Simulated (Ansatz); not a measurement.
# CH₄BNO: one molecule under many settings

Aim: run CH₄BNO under a spread of inputs, and see what each costs and gives.

Computed with Ansatz 0.2.0, Gaussian basis. Level: the settings change from run to run.

1 further run of the same task is left out (it didn't finish).

## Step 1: The relaxed structure

The structure was relaxed beforehand with PBE0-D4 in a triple-zeta def2 set.

SMILES `OB1CN1`, 8 atoms, charge 0, spin multiplicity 1.

Atoms are counted from 1 here; the program's logs count them from 0.

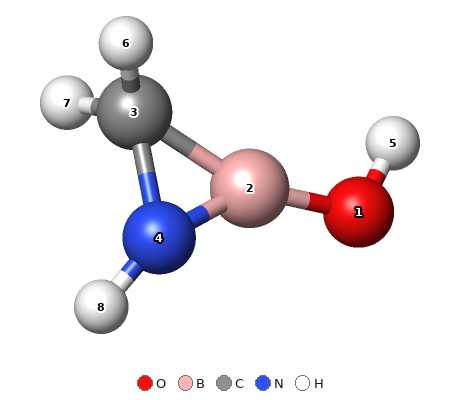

The geometry (oxygen red, boron pink, carbon grey, nitrogen blue, hydrogen white); atoms are numbered from 1 in the order of the file.

## Step 2: B3LYP5/def2-TZVPP

Set apart from the defaults: the search for lower states set to light.

Input file in.yaml:

```yaml
crystal:
  periodic: [false, false, false]
  atoms:
    - {symbol: O, position_ang: [-1.271629, 0.906717, -1.144906]}
    - {symbol: B, position_ang: [-0.385136, 0.179157, -0.435471]}
    - {symbol: C, position_ang: [0.775879, -0.031161, 0.559219]}
    - {symbol: N, position_ang: [-0.042831, -1.093357, -0.095520]}
    - {symbol: H, position_ang: [-1.085433, 1.847234, -1.119114]}
    - {symbol: H, position_ang: [1.831018, -0.023906, 0.290110]}
    - {symbol: H, position_ang: [0.605616, 0.139972, 1.623939]}
    - {symbol: H, position_ang: [-0.335182, -1.981956, 0.265942]}
basis:
  gaussian: {orbitals: def2-TZVPP}
hamiltonian: {xc: {name: B3LYP5}}
scf: {lower_state_search: light}
output: {forces: true}
```

Command:

```bash
> ansatz run in.yaml --threads 2 --pin off --events-out ev --progress --plain --max-ram 4352MiB
```

The program printed (excerpt; [...] marks lines left out):

```text
Functional definition: B3LYP5
  name "B3LYP5"
  cite "Stephens, Devlin, Chabalowski & Frisch, J. Phys. Chem. 98, 11623 (1994) doi:10.1021/j100096a001"
  cite "Becke, Phys. Rev. A 38, 3098 (1988) doi:10.1103/PhysRevA.38.3098"
  cite "Lee, Yang & Parr, Phys. Rev. B 37, 785 (1988) doi:10.1103/PhysRevB.37.785"
  cite "Vosko, Wilk & Nusair, Can. J. Phys. 58, 1200 (1980) doi:10.1139/p80-159"
[...]
891 factors; their error is unknown
[...]
mean field -5315.49405829 eV, -195.3408036709 hartree, gradient 2.0e-5 eV, S^2 0.000000; 0 other end points of the search recorded, 0 dependent functions left out
[...]
reference -5315.49429418 eV, -195.3408123395 hartree; 15, 15 occupied and 165, 165 virtual orbitals, 891 factors
Total energy: -5315.49429418 eV, -195.3408123395 hartree
Atom 0 at    -1.271629     0.906717    -1.144906 Å, force    -0.087256     0.093113    -0.070265 eV/Å
Atom 1 at    -0.385136     0.179157    -0.435471 Å, force     0.033476    -0.080909     0.016060 eV/Å
Atom 2 at     0.775879    -0.031161     0.559219 Å, force     0.256419     0.218836     0.200738 eV/Å
Atom 3 at    -0.042831    -1.093357    -0.095520 Å, force    -0.137277    -0.258933    -0.107517 eV/Å
Atom 4 at    -1.085433     1.847234    -1.119114 Å, force    -0.036194     0.058378    -0.031638 eV/Å
Atom 5 at     1.831018    -0.023906     0.290110 Å, force    -0.041996     0.006933     0.034571 eV/Å
Atom 6 at     0.605616     0.139972     1.623939 Å, force     0.032089    -0.010324    -0.040478 eV/Å
Atom 7 at    -0.335182    -1.981956     0.265942 Å, force    -0.019260    -0.027094    -0.001471 eV/Å
Dipole moment:     0.023299     0.161673     0.179201 e Å
```

It took 2.7 s on 2 threads of Arm Neoverse V1, shared host.

Largest force 0.392 eV/Å, dipole 1.16 D.

## Step 3: BLYP/STO-3G

Options: unrestricted orbitals, density fitting with cc-pVTZ-jkfit, D3(BJ) dispersion, the search for lower states set to light.

Changes to in.yaml since step 2:

```diff
@@ -12,5 +12,5 @@
 basis:
-  gaussian: {orbitals: def2-TZVPP}
-hamiltonian: {xc: {name: B3LYP5}}
+  gaussian: {orbitals: STO-3G, fitting: {mean_field: cc-pVTZ-jkfit}}
+magnetization: {spin_polarized: true, initial_magnetization: 0}
+hamiltonian: {xc: {name: BLYP}, dispersion: d3bj}
 scf: {lower_state_search: light}
-output: {forces: true}
```

Launched as before.

The program printed:

```text
Functional definition: BLYP
  name "BLYP"
  cite "Becke, Phys. Rev. A 38, 3098 (1988) doi:10.1103/PhysRevA.38.3098"
  cite "Lee, Yang & Parr, Phys. Rev. B 37, 785 (1988) doi:10.1103/PhysRevB.37.785"
  parameter beta = 0.0042
  parameter a = 0.04918
  parameter b = 0.132
  parameter c = 0.2533
  parameter d = 0.349
  exchange = b88_x(beta = beta)
  correlation = lyp_c(a = a, b = b, c = c, d = d)
436 factors; integrals over basis functions are off by at most 8.0e-4 eV
mean field evaluation 1: about -5242.4840 eV, gradient 1.2e1 eV
mean field evaluation 2: about -5240.2168 eV, gradient 2.4e1 eV
mean field evaluation 4: about -5243.3428 eV, gradient 1.4e0 eV
mean field evaluation 8: about -5243.3560 eV, gradient 1.3e-2 eV
mean field -5243.35595346 eV, -192.6897772153 hartree, gradient 1.0e-5 eV, S^2 0.000000; 0 other end points of the search recorded, 0 dependent functions left out
reference -5243.35618552 eV, -192.6897857435 hartree; 15, 15 occupied and 9, 9 virtual orbitals, 436 factors
Total energy: -5243.59040694 eV, -192.6983932218 hartree
```

Run time: 0.55 s. Hardware: 2 threads of Arm Neoverse V1, shared host.

⟨S²⟩ 0.000.

## Step 4: CAM-B3LYP/aug-cc-pVTZ

Options: finite nuclei.

Changes to in.yaml since step 3:

```diff
@@ -12,5 +12,3 @@
 basis:
-  gaussian: {orbitals: STO-3G, fitting: {mean_field: cc-pVTZ-jkfit}}
-magnetization: {spin_polarized: true, initial_magnetization: 0}
-hamiltonian: {xc: {name: BLYP}, dispersion: d3bj}
-scf: {lower_state_search: light}
+  gaussian: {orbitals: aug-cc-pVTZ, nuclear_model: gaussian}
+hamiltonian: {xc: {name: CAM-B3LYP}}
```

Launched as before.

The program printed (excerpt; [...] marks lines left out):

```text
Functional definition: CAM-B3LYP
  name "CAM-B3LYP"
  cite "Yanai, Tew & Handy, Chem. Phys. Lett. 393, 51 (2004) doi:10.1016/j.cplett.2004.06.011"
  cite "Iikura, Tsuneda, Yanai & Hirao, J. Chem. Phys. 115, 3540 (2001) doi:10.1063/1.1383587"
  cite "Becke, Phys. Rev. A 38, 3098 (1988) doi:10.1103/PhysRevA.38.3098"
  cite "Lee, Yang & Parr, Phys. Rev. B 37, 785 (1988) doi:10.1103/PhysRevB.37.785"
  cite "Vosko, Wilk & Nusair, Can. J. Phys. 58, 1200 (1980) doi:10.1139/p80-159"
[...]
  # Exact exchange under (alpha + beta erf(omega r))/r, Becke's under what is left of 1/r.
[...]
1112 factors; their error is unknown
451 factors; integrals over basis functions are off by at most 2.7e-5 eV
[...]
mean field -5315.84456718 eV, -195.3536846350 hartree, gradient 2.8e-5 eV, S^2 0.000000; 0 other end points of the search recorded, 0 dependent functions left out
reference -5315.84469898 eV, -195.3536894787 hartree; 15, 15 occupied and 261, 261 virtual orbitals, 1112 factors
Total energy: -5315.84469898 eV, -195.3536894787 hartree
```

Wall time 5.5 s (2 threads of Arm Neoverse V1, shared host); peak memory 0.64 GiB.

## Step 5: PBE-QIDH/aug-cc-pVTZ

Set apart from the defaults: finite nuclei.

Changes to in.yaml since step 4:

```diff
@@ -13,2 +13,3 @@
   gaussian: {orbitals: aug-cc-pVTZ, nuclear_model: gaussian}
-hamiltonian: {xc: {name: CAM-B3LYP}}
+hamiltonian: {xc: {name: PBE-QIDH}}
+output: {forces: true}
```

Same command.

The program printed (excerpt; [...] marks lines left out):

```text
Functional definition: PBE-QIDH
  name "PBE-QIDH"
  cite "Brémond, Sancho-García, Pérez-Jiménez & Adamo, J. Chem. Phys. 141, 031101 (2014) doi:10.1063/1.4890314"
  cite "Perdew, Burke & Ernzerhof, Phys. Rev. Lett. 77, 3865 (1996) doi:10.1103/PhysRevLett.77.3865"
[...]
1593 factors; integrals over basis functions are off by at most 1.2e-3 eV
[...]
mean field -5303.97996789 eV, -194.9176686530 hartree, gradient 5.2e-6 eV, S^2 0.000000; 0 other end points of the search recorded, 0 dependent functions left out
4 core orbitals not correlated: weight in the atoms' cores, before any rotation towards them, 1.000 or more for the frozen orbitals, at most 0.000 for the correlated occupied ones
reference -5303.97998376 eV, -194.9176692364 hartree; 11, 11 occupied and 261, 261 virtual orbitals, 1593 factors
second order -21.99657251 eV of doubles, -0.00000000 eV of singles
[...]
Total energy: -5311.31217460 eV, -195.1871222797 hartree
Atom 0 at    -1.271629     0.906717    -1.144906 Å, force     0.086215     0.248799     0.026779 eV/Å
Atom 1 at    -0.385136     0.179157    -0.435471 Å, force     0.009183     0.019973     0.024681 eV/Å
Atom 2 at     0.775879    -0.031161     0.559219 Å, force     0.123579     0.073382     0.103984 eV/Å
Atom 3 at    -0.042831    -1.093357    -0.095520 Å, force    -0.048986    -0.179938     0.085701 eV/Å
Atom 4 at    -1.085433     1.847234    -1.119114 Å, force    -0.044633    -0.293975     0.001189 eV/Å
Atom 5 at     1.831018    -0.023906     0.290110 Å, force    -0.208989    -0.022884     0.036241 eV/Å
Atom 6 at     0.605616     0.139972     1.623939 Å, force     0.014839    -0.051138    -0.200999 eV/Å
Atom 7 at    -0.335182    -1.981956     0.265942 Å, force     0.068791     0.205781    -0.077577 eV/Å
Dipole moment:     0.030855     0.157183     0.185513 e Å
```

Run time: 27 s. Hardware: 2 threads of Arm Neoverse V1, shared host; peak memory 1 GiB.

Largest force 0.297 eV/Å, dipole 1.18 D.

## Step 6: B2GP-PLYP/ANO-RCC-VTZP

Changes to in.yaml since step 5:

```diff
@@ -12,4 +12,4 @@
 basis:
-  gaussian: {orbitals: aug-cc-pVTZ, nuclear_model: gaussian}
-hamiltonian: {xc: {name: PBE-QIDH}}
+  gaussian: {orbitals: ANO-RCC-VTZP}
+hamiltonian: {xc: {name: B2GP-PLYP}}
 output: {forces: true}
```

Launched as before.

The program printed (excerpt; [...] marks lines left out):

```text
Functional definition: B2GP-PLYP
  name "B2GP-PLYP"
  cite "Karton, Tarnopolsky, Lamère, Schatz & Martin, J. Phys. Chem. A 112, 12868 (2008) doi:10.1021/jp801805p"
  cite "Becke, Phys. Rev. A 38, 3098 (1988) doi:10.1103/PhysRevA.38.3098"
  cite "Lee, Yang & Parr, Phys. Rev. B 37, 785 (1988) doi:10.1103/PhysRevB.37.785"
[...]
1032 factors; integrals over basis functions are off by at most 1.2e-3 eV
[...]
mean field -5308.16903737 eV, -195.0716141170 hartree, gradient 5.3e-6 eV, S^2 0.000000; 0 other end points of the search recorded, 0 dependent functions left out
4 core orbitals not correlated: weight in the atoms' cores, before any rotation towards them, 1.000 or more for the frozen orbitals, at most 0.000 for the correlated occupied ones
reference -5308.16916817 eV, -195.0716189240 hartree; 11, 11 occupied and 161, 161 virtual orbitals, 1032 factors
second order -22.26015522 eV of doubles, -0.00000000 eV of singles
[...]
Total energy: -5316.18282405 eV, -195.3661153458 hartree
Relativity: scalar
Atom 0 at    -1.271629     0.906717    -1.144906 Å, force     0.000318     0.166391    -0.022045 eV/Å
Atom 1 at    -0.385136     0.179157    -0.435471 Å, force     0.036108    -0.052251     0.042056 eV/Å
Atom 2 at     0.775879    -0.031161     0.559219 Å, force     0.308454     0.282103     0.242996 eV/Å
Atom 3 at    -0.042831    -1.093357    -0.095520 Å, force    -0.179762    -0.334596    -0.057327 eV/Å
Atom 4 at    -1.085433     1.847234    -1.119114 Å, force    -0.034770    -0.118476    -0.012656 eV/Å
Atom 5 at     1.831018    -0.023906     0.290110 Å, force    -0.200740    -0.019478     0.052419 eV/Å
Atom 6 at     0.605616     0.139972     1.623939 Å, force     0.032334    -0.048624    -0.189125 eV/Å
Atom 7 at    -0.335182    -1.981956     0.265942 Å, force     0.038059     0.124931    -0.056317 eV/Å
Dipole moment:     0.033144     0.154876     0.182541 e Å
```

Run time: 23 s. Hardware: 2 threads of Arm Neoverse V1, shared host; peak memory 0.62 GiB.

Largest force 0.484 eV/Å, dipole 1.16 D.

## Step 7: RPA/aug-pcseg-2

Set apart from the defaults: atoms shaken by 0.03 Å, the search for lower states set to light.

Input file in.yaml:

```yaml
crystal:
  periodic: [false, false, false]
  atoms:
    - {symbol: O, position_ang: [-1.296671, 0.891977, -1.167146]}
    - {symbol: B, position_ang: [-0.396679, 0.186897, -0.459294]}
    - {symbol: C, position_ang: [0.827936, 0.003825, 0.586763]}
    - {symbol: N, position_ang: [-0.007747, -1.121554, -0.063524]}
    - {symbol: H, position_ang: [-1.097462, 1.887929, -1.092954]}
    - {symbol: H, position_ang: [1.783430, -0.019027, 0.311269]}
    - {symbol: H, position_ang: [0.635943, 0.081296, 1.627848]}
    - {symbol: H, position_ang: [-0.311641, -1.962088, 0.235707]}
basis:
  gaussian: {orbitals: aug-pcseg-2}
hamiltonian: {xc: {name: HF}}
correlation: {method: rpa}
scf: {lower_state_search: light}
```

Launched as before.

The program printed:

```text
Functional definition: HF
  name "HF"
  cite "Fock, Z. Phys. 61, 126 (1930) doi:10.1007/BF01340294"
  parent pbe
  exchange = exact_x
  correlation = 0
1695 factors; integrals over basis functions are off by at most 1.0e-3 eV
mean field evaluation 1: about -5281.9204 eV, gradient 4.5e1 eV
mean field evaluation 2: about -5281.9217 eV, gradient 4.5e1 eV
mean field evaluation 4: about -5286.1901 eV, gradient 3.8e0 eV
mean field evaluation 8: about -5286.2388 eV, gradient 3.1e-4 eV
mean field -5286.23879695 eV, -194.2656926466 hartree, gradient 1.9e-6 eV, S^2 0.000000; 0 other end points of the search recorded, 0 dependent functions left out
4 core orbitals not correlated: weight in the atoms' cores, before any rotation towards them, 1.000 or more for the frozen orbitals, at most 0.000 for the correlated occupied ones
reference -5286.23879695 eV, -194.2656926466 hartree; 11, 11 occupied and 261, 261 virtual orbitals, 1695 factors
Total energy: -5308.71094778 eV, -195.0915289572 hartree
```

It took 9 s on 2 threads of Arm Neoverse V1, shared host; peak memory 0.85 GiB.

## Step 8: PBE0-DH/def2-mTZVPP

Options: multiplicity 3, a point charge of -1.00 e beside it, high accuracy.

Input file in.yaml:

```yaml
crystal:
  periodic: [false, false, false]
  atoms:
    - {symbol: O, position_ang: [-1.271629, 0.906717, -1.144906]}
    - {symbol: B, position_ang: [-0.385136, 0.179157, -0.435471]}
    - {symbol: C, position_ang: [0.775879, -0.031161, 0.559219]}
    - {symbol: N, position_ang: [-0.042831, -1.093357, -0.095520]}
    - {symbol: H, position_ang: [-1.085433, 1.847234, -1.119114]}
    - {symbol: H, position_ang: [1.831018, -0.023906, 0.290110]}
    - {symbol: H, position_ang: [0.605616, 0.139972, 1.623939]}
    - {symbol: H, position_ang: [-0.335182, -1.981956, 0.265942]}
basis:
  gaussian: {orbitals: def2-mTZVPP, point_charges: [{charge: -1.00, position_ang: [4.675, 0.901, 0.082]}]}
magnetization: {spin_polarized: true, initial_magnetization: 2}
hamiltonian: {xc: {name: PBE0-DH}}
accuracy: high
```

Launched as before.

The program printed (excerpt; [...] marks lines left out):

```text
Functional definition: PBE0-DH
  name "PBE0-DH"
  cite "Brémond & Adamo, J. Chem. Phys. 135, 024106 (2011) doi:10.1063/1.3604569"
  cite "Perdew, Burke & Ernzerhof, Phys. Rev. Lett. 77, 3865 (1996) doi:10.1103/PhysRevLett.77.3865"
[...]
2200 factors; integrals over basis functions are off by at most 4.0e-9 eV
[...]
mean field -5303.03685217 eV, -194.8830097899 hartree, gradient 7.9e-8 eV, S^2 2.010521; 6 other end points of the search recorded, 0 dependent functions left out
4 core orbitals not correlated: weight in the atoms' cores, before any rotation towards them, 1.000 or more for the frozen orbitals, at most 0.000 for the correlated occupied ones
reference -5303.03685423 eV, -194.8830098654 hartree; 12, 10 occupied and 90, 92 virtual orbitals, 2200 factors
second order -20.03274135 eV of doubles, -0.00000000 eV of singles
Total energy: -5305.54094690 eV, -194.9750335736 hartree
```

It took 18 s on 2 threads of Arm Neoverse V1, shared host; peak memory 0.47 GiB.

⟨S²⟩ 2.011.

## Step 9: B3LYP/cc-pVDZ

Set apart from the defaults: multiplicity 3, atoms shaken by 0.03 Å, finite nuclei.

Input file in.yaml:

```yaml
crystal:
  periodic: [false, false, false]
  atoms:
    - {symbol: O, position_ang: [-1.268145, 0.947594, -1.126270]}
    - {symbol: B, position_ang: [-0.382338, 0.235718, -0.422450]}
    - {symbol: C, position_ang: [0.723861, -0.094972, 0.555243]}
    - {symbol: N, position_ang: [-0.051324, -1.084994, -0.093626]}
    - {symbol: H, position_ang: [-1.142132, 1.888656, -1.083930]}
    - {symbol: H, position_ang: [1.817559, -0.020459, 0.255607]}
    - {symbol: H, position_ang: [0.615220, 0.142489, 1.655266]}
    - {symbol: H, position_ang: [-0.366698, -1.998726, 0.301373]}
basis:
  gaussian: {orbitals: cc-pVDZ, nuclear_model: gaussian}
magnetization: {spin_polarized: true, initial_magnetization: 2}
hamiltonian: {xc: {name: B3LYP}}
output: {forces: true}
```

Same command.

The program printed (excerpt; [...] marks lines left out):

```text
Functional definition: B3LYP
  name "B3LYP"
  cite "Stephens, Devlin, Chabalowski & Frisch, J. Phys. Chem. 98, 11623 (1994) doi:10.1021/j100096a001"
  cite "Becke, Phys. Rev. A 38, 3098 (1988) doi:10.1103/PhysRevA.38.3098"
  cite "Lee, Yang & Parr, Phys. Rev. B 37, 785 (1988) doi:10.1103/PhysRevB.37.785"
  cite "Vosko, Wilk & Nusair, Can. J. Phys. 58, 1200 (1980) doi:10.1139/p80-159"
[...]
700 factors; integrals over basis functions are off by at most 1.2e-3 eV
[...]
mean field -5310.46939624 eV, -195.1561507462 hartree, gradient 5.7e-5 eV, S^2 2.004590; 4 other end points of the search recorded, 0 dependent functions left out
[...]
reference -5310.46961562 eV, -195.1561588084 hartree; 16, 14 occupied and 60, 62 virtual orbitals, 700 factors
Total energy: -5310.46961562 eV, -195.1561588084 hartree
Atom 0 at    -1.268145     0.947594    -1.126270 Å, force    -1.760972     0.463448    -1.302494 eV/Å
Atom 1 at    -0.382338     0.235718    -0.422450 Å, force     0.517694     2.754073    -1.476769 eV/Å
Atom 2 at     0.723861    -0.094972     0.555243 Å, force     0.856808     1.684508     1.623575 eV/Å
Atom 3 at    -0.051324    -1.084994    -0.093626 Å, force     1.716205    -3.669163    -0.542354 eV/Å
Atom 4 at    -1.142132     1.888656    -1.083930 Å, force    -0.027328     0.744169     0.226917 eV/Å
Atom 5 at     1.817559    -0.020459     0.255607 Å, force    -0.602363     0.304168    -0.139530 eV/Å
Atom 6 at     0.615220     0.142489     1.655266 Å, force     0.417650    -1.570691    -0.006348 eV/Å
Atom 7 at    -0.366698    -1.998726     0.301373 Å, force    -1.117694    -0.710511     1.617003 eV/Å
Dipole moment:     0.209007     0.159881     0.220139 e Å
```

Run time: 2.9 s. Hardware: 2 threads of Arm Neoverse V1, shared host.

Largest force 4.087 eV/Å, dipole 1.65 D, ⟨S²⟩ 2.005.

## Step 10: SVWN5/def2-SVP

Options: charge +1, multiplicity 2, the search for lower states set to off.

Input file in.yaml:

```yaml
crystal:
  periodic: [false, false, false]
  atoms:
    - {symbol: O, position_ang: [-1.271629, 0.906717, -1.144906]}
    - {symbol: B, position_ang: [-0.385136, 0.179157, -0.435471]}
    - {symbol: C, position_ang: [0.775879, -0.031161, 0.559219]}
    - {symbol: N, position_ang: [-0.042831, -1.093357, -0.095520]}
    - {symbol: H, position_ang: [-1.085433, 1.847234, -1.119114]}
    - {symbol: H, position_ang: [1.831018, -0.023906, 0.290110]}
    - {symbol: H, position_ang: [0.605616, 0.139972, 1.623939]}
    - {symbol: H, position_ang: [-0.335182, -1.981956, 0.265942]}
basis:
  gaussian: {orbitals: def2-SVP}
total_charge: 1
magnetization: {spin_polarized: true, initial_magnetization: 1}
hamiltonian: {xc: {name: SVWN5}}
scf: {lower_state_search: off}
```

Same command.

The program printed (excerpt; [...] marks lines left out):

```text
Functional definition: SVWN5
  name "SVWN5"
  cite "Dirac, Proc. Camb. Phil. Soc. 26, 376 (1930) doi:10.1017/S0305004100016108"
  cite "Slater, Phys. Rev. 81, 385 (1951) doi:10.1103/PhysRev.81.385"
  cite "Vosko, Wilk & Nusair, Can. J. Phys. 58, 1200 (1980) doi:10.1139/p80-159"
[...]
859 factors; their error is unknown
[...]
mean field -5258.42872654 eV, -193.2436914092 hartree, gradient 2.7e-6 eV, S^2 0.752028; 0 other end points of the search recorded, 0 dependent functions left out
reference -5258.42875268 eV, -193.2436923701 hartree; 15, 14 occupied and 61, 62 virtual orbitals, 859 factors
Total energy: -5258.42875268 eV, -193.2436923701 hartree
Checks for a lower state left out: stability, starts, cluster_reference, orbital_swaps, neighbouring_geometries, increment
```

It took 0.55 s on 2 threads of Arm Neoverse V1, shared host.

⟨S²⟩ 0.752.

## Step 11: All runs side by side

| level | charge | multiplicity | geometry | functions | energy (eV) | time |
| --- | --- | --- | --- | --- | --- | --- |
| B3LYP5/def2-TZVPP | 0 | 1 | relaxed | 180 | -5315.494 | 2.7 s |
| BLYP/STO-3G | 0 | 1 | relaxed | 24 | -5243.590 | 0.55 s |
| CAM-B3LYP/aug-cc-pVTZ | 0 | 1 | relaxed | 276 | -5315.845 | 5.5 s |
| PBE-QIDH/aug-cc-pVTZ | 0 | 1 | relaxed | 276 | -5311.312 | 27 s |
| B2GP-PLYP/ANO-RCC-VTZP | 0 | 1 | relaxed | 176 | -5316.183 | 23 s |
| RPA/aug-pcseg-2 | 0 | 1 | shaken | 276 | -5308.711 | 9 s |
| PBE0-DH/def2-mTZVPP | 0 | 3 | relaxed, point charge | 106 | -5305.541 | 18 s |
| B3LYP/cc-pVDZ | 0 | 3 | shaken | 76 | -5310.470 | 2.9 s |
| SVWN5/def2-SVP | 1 | 2 | relaxed | 76 | -5258.429 | 0.55 s |

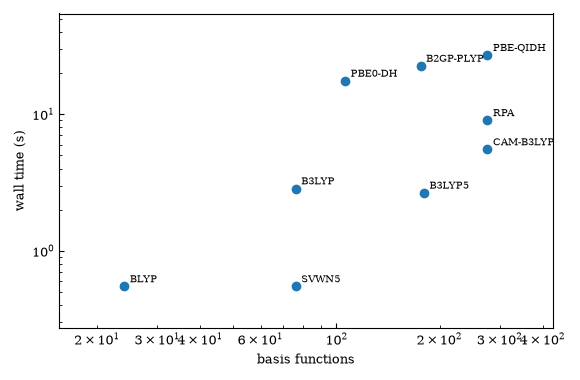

Wall time against the number of basis functions (shared host).

## Step 12: What came out

```
                                         quantity                       value
                                             runs                           9
                                         quickest         BLYP/STO-3G, 0.55 s
                                          slowest  PBE-QIDH/aug-cc-pVTZ, 27 s
spread of total energies, same state and geometry                     72.6 eV
                  dipole, same state and geometry              1.16 to 1.18 D
```

In words: Run time spans a factor of 49, from BLYP/STO-3G to PBE-QIDH/aug-cc-pVTZ. The jobs differ in tasks and options as well as level. Total energies at one charge and spin differ by 73 eV between levels, so only differences within one level mean anything. At the PBE0-D4/def2-TZVP geometry and in the same state, runs without warnings or point charges leave forces up to 0.48 eV/Å (B2GP-PLYP/ANO-RCC-VTZP). At that geometry and state the dipole changes by 1 % between the lowest and highest value.
